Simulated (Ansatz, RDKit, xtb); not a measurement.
# Isomers of C4H8OSi, a sample narrowed down, part 2 of 2

Which of a sample of isomers of C4H8OSi is the most stable in the gas at 298.15 K, and what are its properties? The sample is small against all isomers, and the most stable one of this formula need not be in it.

xtb, Ansatz and PySCF; isolated molecules. The steps go on from the part before.

### 6 Ranking at PBE-D3(BJ)/def2-SVP

```
label     spin  r2SCAN-D4/def2-SVP (kcal/mol)  PBE-D3(BJ)/def2-SVP, relaxed (kcal/mol)  time
c062a  singlet                            0.0                                      0.0  15 s
c853b  singlet                           11.9                                      9.8  26 s
c858b  singlet                           59.3                                     54.8  20 s
```

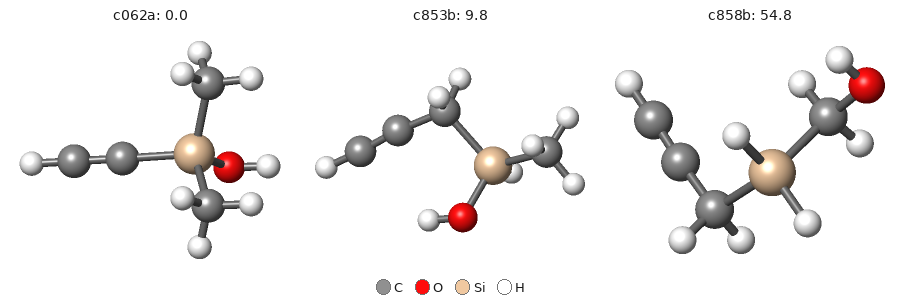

The relaxed structures, with energies at PBE-D3(BJ)/def2-SVP in kcal/mol.

### 7 Harmonic analysis of the finalists

The lowest few in one piece go on as finalists. In this search the thermal terms come from GFN2-xTB at its own nearest minimum. The first, c062a:

Contents of start.xyz:

```xyz
14
c062a
C     -0.770215     2.462529    -2.168347
C     -0.753253     1.367858    -1.610490
C     -2.145375    -0.277636     0.523225
C      0.935578    -0.405961     0.178423
O     -0.902290    -1.409456    -1.908612
Si    -0.718705    -0.237953    -0.704693
H     -0.786457     3.421753    -2.669360
H     -2.162112    -1.230162     1.092950
H     -2.053402     0.551911     1.253999
H     -3.115907    -0.168766    -0.000747
H      1.772127    -0.372323    -0.547787
H      0.999320    -1.361870     0.739089
H      1.075629     0.421535     0.903871
H     -0.903572    -2.324289    -1.578195
```

Started as:

```bash
$ xtb start.xyz --gfn 2 --ohess tight
```

Standard output (excerpt; [...] marks lines left out):

```text
* xtb version 6.7.1
[...]
          :  # basis functions                  38          :
[...]
          :  # electrons                        34          :
[...]
          :  Hamiltonian                  GFN2-xTB          :
[...]
          :  net charge                          0          :
          :  unpaired electrons                  0          :
[...]
   *** convergence criteria satisfied after 12 iterations ***
[...]
   *** GEOMETRY OPTIMIZATION CONVERGED AFTER 12 ITERATIONS ***
[...]
   *** convergence criteria satisfied after 3 iterations ***
[...]
         ::                     SUMMARY                     ::
         :::::::::::::::::::::::::::::::::::::::::::::::::::::
         :: total energy             -18.390747200694 Eh    ::
         :: gradient norm              0.000304713607 Eh/a0 ::
         :: HOMO-LUMO gap              5.375565264878 eV    ::
         ::.................................................::
         :: SCC energy               -18.697743873996 Eh    ::
         :: -> isotropic ES            0.044130856035 Eh    ::
         :: -> anisotropic ES          0.003740788006 Eh    ::
         :: -> anisotropic XC          0.013851170386 Eh    ::
         :: -> dispersion             -0.008460295619 Eh    ::
         :: repulsion energy           0.306996673302 Eh    ::
         :: add. restraining           0.000000000000 Eh    ::
         :: total charge               0.000000000000 e     ::
         :::::::::::::::::::::::::::::::::::::::::::::::::::::
[...]
        17        2.0000           -0.3868686             -10.5272 (HOMO)
        18                         -0.1893202              -5.1517 (LUMO)
[...]
molecular dipole:
                 x           y           z       tot (Debye)
 q only:        0.002      -0.349       0.152
   full:        0.028      -0.516       0.445       1.734
molecular quadrupole (traceless):
[...]
          | TOTAL ENERGY              -18.390747200712 Eh   |
          | TOTAL ENTHALPY            -18.274130840780 Eh   |
          | TOTAL FREE ENERGY         -18.319329241768 Eh   |
          | GRADIENT NORM               0.000304723141 Eh/α |
[...]
```

Wall time 0.66 s (2 threads of Intel Xeon Platinum 8259CL at 2.50GHz (Skylake/Cascade Lake), shared host); peak memory 0.11 GiB.

### 8 Thermal terms of the finalists

As xtb prints them, at 298.15 K, with its own treatment of low modes:

```
label           SMILES     spin  lowest mode (cm⁻¹)  zero-point (kcal/mol)  G − E (kcal/mol)
c062a   C#C[Si](C)(C)O  singlet                  97                   66.4              44.8
c853b  C#CC[Si@@H](C)O  singlet                  37                   65.4              44.4
c858b     C#CC[SiH2]CO  singlet                  47                   64.1              43.1
```

### 9 The final energy

Each finalist gets a single point at CCSD(T)/def2-SVP + MP2/def2-TZVPP - MP2/def2-SVP.

c062a, CCSD(T)/def2-SVP:

Contents of input.yaml:

```yaml
crystal:
  periodic: [false, false, false]
  atoms:
    - {symbol: C, position_ang: [-0.770215, 2.462529, -2.168347]}
    - {symbol: C, position_ang: [-0.753253, 1.367858, -1.610490]}
    - {symbol: C, position_ang: [-2.145375, -0.277636, 0.523225]}
    - {symbol: C, position_ang: [0.935578, -0.405961, 0.178423]}
    - {symbol: O, position_ang: [-0.902290, -1.409456, -1.908612]}
    - {symbol: Si, position_ang: [-0.718705, -0.237953, -0.704693]}
    - {symbol: H, position_ang: [-0.786457, 3.421753, -2.669360]}
    - {symbol: H, position_ang: [-2.162112, -1.230162, 1.092950]}
    - {symbol: H, position_ang: [-2.053402, 0.551911, 1.253999]}
    - {symbol: H, position_ang: [-3.115907, -0.168766, -0.000747]}
    - {symbol: H, position_ang: [1.772127, -0.372323, -0.547787]}
    - {symbol: H, position_ang: [0.999320, -1.361870, 0.739089]}
    - {symbol: H, position_ang: [1.075629, 0.421535, 0.903871]}
    - {symbol: H, position_ang: [-0.903572, -2.324289, -1.578195]}
basis:
  gaussian: {orbitals: def2-SVP}
correlation: {method: ccsd_t, frozen_orbitals: {O: 1, H: 0, C: 1, Si: 5}}
```

Started as:

```bash
$ ansatz run input.yaml --threads 2 --pin off --max-ram 5220MiB --events-out events.jsonl --progress --plain --runs-dir runs
```

Standard output (excerpt; [...] marks lines left out):

```text
Warning: RAYON_NUM_THREADS=2 ignored (pool sized by the plan → 2); use --threads N
Functional definition: HF
  name "HF"
[...]
1298 factors; integrals over basis functions are off by at most 1.4e-3 eV
[...]
mean field -14141.07402569 eV, -519.6748852798 hartree, gradient 1.1e-6 eV, S^2 0.000000; 0 other end points of the search recorded, 0 dependent functions left out
10 core orbitals not correlated: weight in the atoms' cores, before any rotation towards them, 1.000 or more for the frozen orbitals, at most 0.000 for the correlated occupied ones
reference -14141.07402569 eV, -519.6748852798 hartree; 17, 17 occupied and 101, 101 virtual orbitals, 1298 factors
second order -22.40279467 eV of doubles, -0.00000000 eV of singles
cycle   1  -23.10279727 eV  change   -7.0e-1 eV  update   1.1e-1
[...]
cycle   9  -23.89427343 eV  change   -3.1e-6 eV  update   1.6e-5
perturbative correction -0.78762280 eV, -0.0289446040 hartree
Total energy: -14165.75592192 eV, -520.5819282362 hartree
```

Run time: 22 s. Hardware: 2 threads of Intel Xeon Platinum 8259CL at 2.50GHz (Skylake/Cascade Lake), shared host; peak memory 0.83 GiB.

### 10 c062a at MP2/def2-TZVPP

Changes to input.yaml since step 9:

```diff
@@ -18,3 +18,6 @@
 basis:
-  gaussian: {orbitals: def2-SVP}
-correlation: {method: ccsd_t, frozen_orbitals: {O: 1, H: 0, C: 1, Si: 5}}
+  gaussian:
+    orbitals: def2-TZVPP
+correlation:
+  method: mp2
+  frozen_orbitals: {O: 1, H: 0, C: 1, Si: 5}
```

Started as:

```bash
$ ansatz run input.yaml --threads 2 --pin off --max-ram 5220MiB --events-out events.jsonl --progress --plain --runs-dir runs
```

Standard output:

```text
Warning: RAYON_NUM_THREADS=2 ignored (pool sized by the plan → 2); use --threads N
Functional definition: HF
  name "HF"
  exchange = exact_x
  correlation = 0
1812 factors; integrals over basis functions are off by at most 1.1e-3 eV
mean field evaluation 1: about -14145.5888 eV, gradient 4.9e1 eV
mean field evaluation 2: about -14145.9231 eV, gradient 4.9e1 eV
mean field evaluation 4: about -14151.3106 eV, gradient 5.5e0 eV
mean field evaluation 8: about -14151.4054 eV, gradient 4.0e-1 eV
mean field evaluation 16: about -14151.4060 eV, gradient 1.0e-6 eV
mean field -14151.40600940 eV, -520.0545786779 hartree, gradient 1.0e-6 eV, S^2 0.000000; 0 other end points of the search recorded, 0 dependent functions left out
10 core orbitals not correlated: weight in the atoms' cores, before any rotation towards them, 1.000 or more for the frozen orbitals, at most 0.000 for the correlated occupied ones
reference -14151.40600940 eV, -520.0545786779 hartree; 17, 17 occupied and 282, 282 virtual orbitals, 1812 factors
second order -27.74683737 eV of doubles, -0.00000000 eV of singles
Total energy: -14179.15284677 eV, -521.0742561439 hartree
```

Run time: 14 s. Hardware: 2 threads of Intel Xeon Platinum 8259CL at 2.50GHz (Skylake/Cascade Lake), shared host; peak memory 0.92 GiB.

### 11 c853b at CCSD(T)/def2-SVP

Contents of input.yaml:

```yaml
crystal:
  periodic: [false, false, false]
  atoms:
    - symbol: C
      position_ang: [-0.108321, 0.100378, 3.081840]
    - symbol: C
      position_ang: [0.279480, 0.713545, 2.093192]
    - symbol: C
      position_ang: [0.699175, 1.312678, 0.839108]
    - symbol: C
      position_ang: [0.987553, 0.539305, -2.186589]
    - symbol: O
      position_ang: [0.384604, -1.405078, -0.154017]
    - symbol: Si
      position_ang: [0.074921, 0.189641, -0.589385]
    - symbol: H
      position_ang: [-0.436769, -0.382923, 3.991036]
    - symbol: H
      position_ang: [1.807717, 1.385471, 0.785555]
    - symbol: H
      position_ang: [0.294147, 2.341365, 0.722107]
    - symbol: H
      position_ang: [-1.402489, 0.451550, -0.740147]
    - symbol: H
      position_ang: [0.635554, -0.133428, -2.994444]
    - symbol: H
      position_ang: [2.077733, 0.382507, -2.059700]
    - symbol: H
      position_ang: [0.817799, 1.585070, -2.515151]
    - symbol: H
      position_ang: [0.187154, -1.561448, 0.790407]
basis:
  gaussian: {orbitals: def2-SVP}
correlation: {method: ccsd_t, frozen_orbitals: {O: 1, H: 0, C: 1, Si: 5}}
```

Started as:

```bash
$ ansatz run input.yaml --threads 2 --pin off --max-ram 5220MiB --events-out events.jsonl --progress --plain --runs-dir runs
```

Standard output (excerpt; [...] marks lines left out):

```text
Warning: RAYON_NUM_THREADS=2 ignored (pool sized by the plan → 2); use --threads N
Functional definition: HF
  name "HF"
[...]
1296 factors; integrals over basis functions are off by at most 1.2e-3 eV
[...]
mean field -14140.50352340 eV, -519.6539197076 hartree, gradient 1.4e-6 eV, S^2 0.000000; 0 other end points of the search recorded, 0 dependent functions left out
10 core orbitals not correlated: weight in the atoms' cores, before any rotation towards them, 1.000 or more for the frozen orbitals, at most 0.000 for the correlated occupied ones
reference -14140.50352340 eV, -519.6539197076 hartree; 17, 17 occupied and 101, 101 virtual orbitals, 1296 factors
second order -22.42742365 eV of doubles, -0.00000000 eV of singles
cycle   1  -23.13397593 eV  change   -7.1e-1 eV  update   1.1e-1
[...]
cycle   9  -23.93230128 eV  change   -5.2e-6 eV  update   1.7e-5
perturbative correction -0.79043939 eV, -0.0290481118 hartree
Total energy: -14165.22626407 eV, -520.5624636695 hartree
```

It took 20 s on 2 threads of Intel Xeon Platinum 8259CL at 2.50GHz (Skylake/Cascade Lake), shared host; peak memory 0.83 GiB.

### 12 Free energies and the winner

Energies in kcal/mol from c062a; G adds the thermal terms to the CCSD(T)/def2-SVP + MP2/def2-TZVPP - MP2/def2-SVP energy. The columns left of the relaxed level are at the tight-binding geometries.

```
label           SMILES     spin  GFN2-xTB  HF/STO-3G  r2SCAN-D4/def2-SVP  PBE-D3(BJ)/def2-SVP  HF/def2-SVP  MP2/def2-SVP  CCSD(T)/def2-SVP + MP2/def2-TZVPP - MP2/def2-SVP     G  share at equilibrium     T1
c062a   C#C[Si](C)(C)O  singlet       0.0        0.0                 0.0                  0.0          0.0           0.0                                               0.0   0.0               100.0 %  0.011
c853b  C#CC[Si@@H](C)O  singlet      -7.8       15.9                11.9                  9.8         13.2          12.6                                              14.5  14.1               < 0.1 %  0.012
c858b     C#CC[SiH2]CO  singlet      32.5       40.8                59.3                 54.8         60.9          62.4                                              66.4  64.7               < 0.1 %  0.012
```

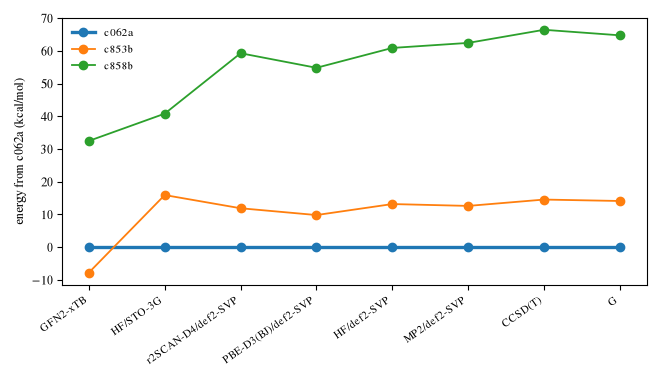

The finalists at each level, measured from c062a.

Lowest found: c062a, `C#C[Si](C)(C)O`, a singlet. Bond lengths: C1–C2 1.229 Å, C2–Si6 1.844 Å, C3–Si6 1.883 Å, C4–Si6 1.883 Å, O5–Si6 1.690 Å, C1–H7 1.082 Å, C3–H8 1.110 Å, C3–H9 1.109 Å, C3–H10 1.108 Å, C4–H11 1.108 Å, C4–H12 1.110 Å, C4–H13 1.109 Å, O5–H14 0.973 Å. Some angles: C1–C2–Si6 177.6°, C2–Si6–C3 108.9°, C2–Si6–C4 108.9°, C2–Si6–O5 104.6°, C3–Si6–C4 111.0°, C3–Si6–O5 111.6°, C4–Si6–O5 111.6°, C2–C1–H7 179.4°, Si6–C3–H8 111.4°, Si6–C3–H9 110.6°.

```xyz
14

C    -0.7702    2.4625   -2.1683
C    -0.7533    1.3679   -1.6105
C    -2.1454   -0.2776    0.5232
C     0.9356   -0.4060    0.1784
O    -0.9023   -1.4095   -1.9086
Si   -0.7187   -0.2380   -0.7047
H    -0.7865    3.4218   -2.6694
H    -2.1621   -1.2302    1.0930
H    -2.0534    0.5519    1.2540
H    -3.1159   -0.1688   -0.0007
H     1.7721   -0.3723   -0.5478
H     0.9993   -1.3619    0.7391
H     1.0756    0.4215    0.9039
H    -0.9036   -2.3243   -1.5782
```

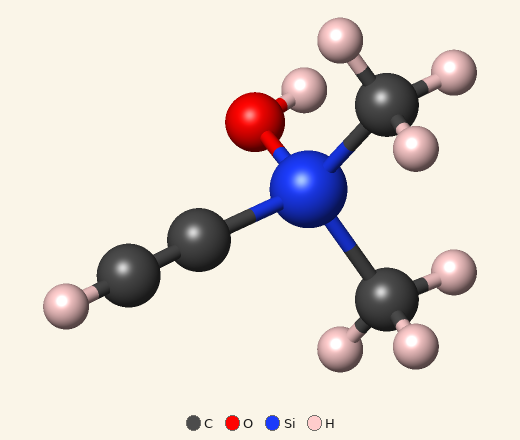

The lowest structure found, seen from a chosen angle (carbon dark grey, oxygen red, silicon blue, hydrogen pink).

### 13 Summary of results

This closing draws on all 2 parts.

| quantity | value |
| --- | --- |
| lowest structure found | C#C[Si](C)(C)O, singlet |
| next finalist | C#CC[Si@@H](C)O, singlet, 14.1 kcal/mol higher in G |
| share at equilibrium, among the finalists | 100.0 % |
| funnel | 12 starts, 12 minima at GFN2-xTB, 6 screening runs, 3 relaxed, 3 ranked |
| CPU time of all runs | 6.8 min |

`C#C[Si](C)(C)O` comes out lowest. The margin of 14.1 kcal/mol over the next finalist is beyond the usual error of the last level; it says nothing of structures that weren't ranked. HF/STO-3G, r2SCAN-D4/def2-SVP, PBE-D3(BJ)/def2-SVP, HF/def2-SVP and MP2/def2-SVP already put its bonding pattern lowest among the structures in one piece; GFN2-xTB favours the singlet C#CC[Si@@H](C)O. The largest share of the time went into the final energies (49 %). 2 minima inside the window were never screened. The search is not exhaustive (a finite list of starts, one conformer a finalist), so a lower isomer can't be ruled out. Only 4 drawn patterns were tried, so whole families of isomers are missing, and the result ranks this sample alone. The lowest isomer need not be the one that is made and kept in a bottle, which depends on barriers.
